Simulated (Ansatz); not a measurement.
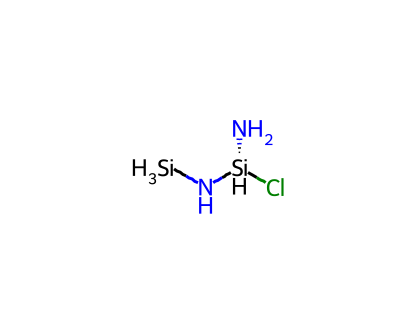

A structural formula.

> Write the SMILES.

N[Si@H](Cl)N[SiH3]

> What is the molecular formula?

ClH7N2Si2.

> An optimisation with PBE0-D4/def2-TZVP gave a structure of which point group?

C1.

More results for the same structure follow; atom numbers are the same in all pictures, views and colours differ. The geometry was computed by an optimisation with PBE0-D4/def2-TZVP. No frequency run is at hand to confirm it as a minimum.

Levels of theory compared

No frequency run is at hand to confirm it as a minimum. Program: Ansatz 0.2.0.

Tabulate HOMO energy (eV), HOMO–LUMO gap (eV) at these levels: B3LYP-D4/def2-TZVPP; PBE-D4/def2-TZVPP; PBE0-D4/def2-TZVPP; r2SCAN-D4/def2-TZVPP; ωB97M-V/def2-TZVPP; ωB97X-V/def2-TZVPP.

| level | HOMO energy (eV) | HOMO–LUMO gap (eV) |
| --- | --- | --- |
| B3LYP-D4/def2-TZVPP | −7.52 | 7.67 |
| PBE-D4/def2-TZVPP | −6.39 | 5.95 |
| PBE0-D4/def2-TZVPP | −7.75 | 8.14 |
| r2SCAN-D4/def2-TZVPP | −6.71 | 6.74 |
| ωB97M-V/def2-TZVPP | −10.05 | 11.97 |
| ωB97X-V/def2-TZVPP | −10.17 | 12.48 |

Dipole moment

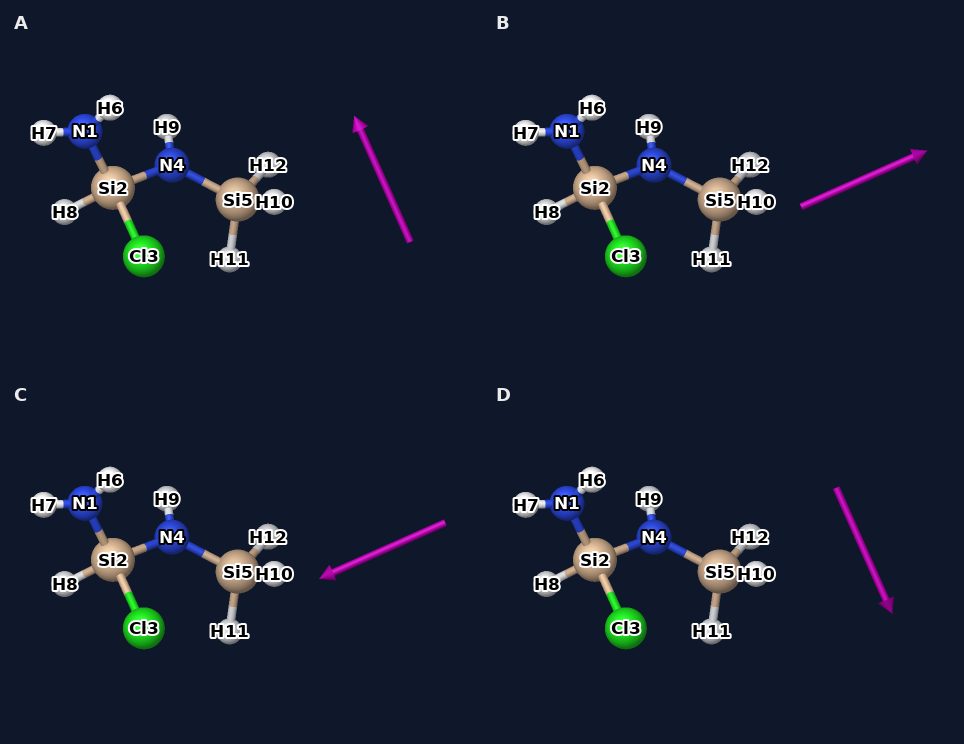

The same molecule four times, each with an arrow. No frequency run is at hand to confirm it as a minimum. Method: RKS B3LYP-D4/def2-TZVPP (Ansatz 0.2.0).

> Which arrow points along the dipole moment, from the negative to the positive end?

A. The dipole moment is 2.57 D; it points from the side of H11 to the side of H6, H7 (the outermost atoms at the two ends).

Charges

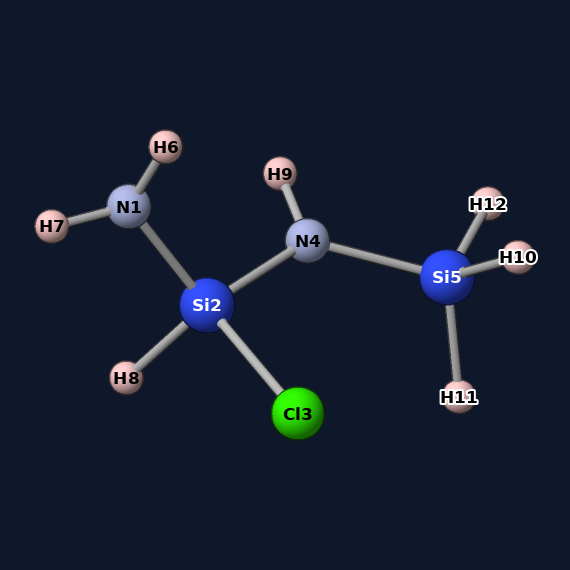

The questions are on Mulliken charges. No frequency run is at hand to confirm it as a minimum. Properties computed with RKS r2SCAN-D4/def2-TZVPP (Ansatz 0.2.0).

> Which atom carries the highest charge (most positive or least negative)?

Si2 (0.63 e).

> And the lowest?

N1 (−0.44 e).

Give the Mulliken charges atom by atom.

| atom | value (e) |
| --- | --- |
| N1 | −0.44 |
| Si2 | 0.63 |
| Cl3 | −0.28 |
| N4 | −0.42 |
| Si5 | 0.36 |
| H6 | 0.16 |
| H7 | 0.16 |
| H8 | −0.10 |
| H9 | 0.15 |
| H10 | −0.07 |
| H11 | −0.07 |
| H12 | −0.08 |

Mulliken values depend strongly on the basis set and can even reverse the polarity of a bond.
